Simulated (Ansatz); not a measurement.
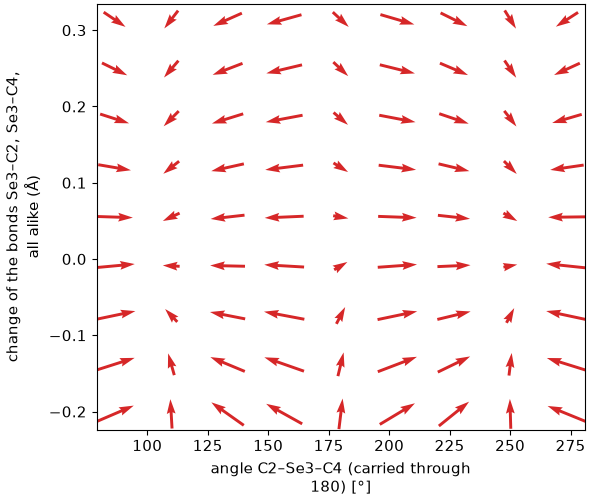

C2H4LiSe, SMILES [Li][CH+][Se]C, charge +1. 
- Coordinates scanned: (1) angle C2–Se3–C4 (carried through 180); (2) change of the bonds Se3–C2, Se3–C4, all alike.
- Nothing is relaxed (all other coordinates rigid).
- Grid: 9 × 9 points.
- Points are written as (first, second).
- Level of theory: RKS PBE0-D4/def2-TZVP in Ansatz 0.2.0.

Drawn: arrows along the force (downhill), their lengths compressed.

> The arrows alone are given. Where are the wells?

The arrows converge at about (105°, 0.000 Å); about (250°, 0.01 Å) (1.1 kJ/mol up) (read from the interpolated surface).

The energy map of the same scan:

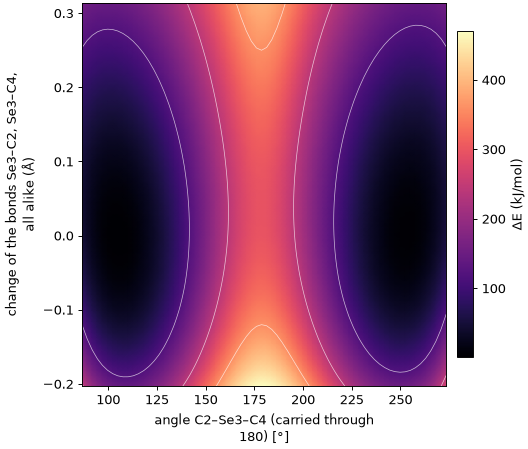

Energies are in kJ/mol, from the relaxed molecule at the same level; between grid points the surface is interpolated.
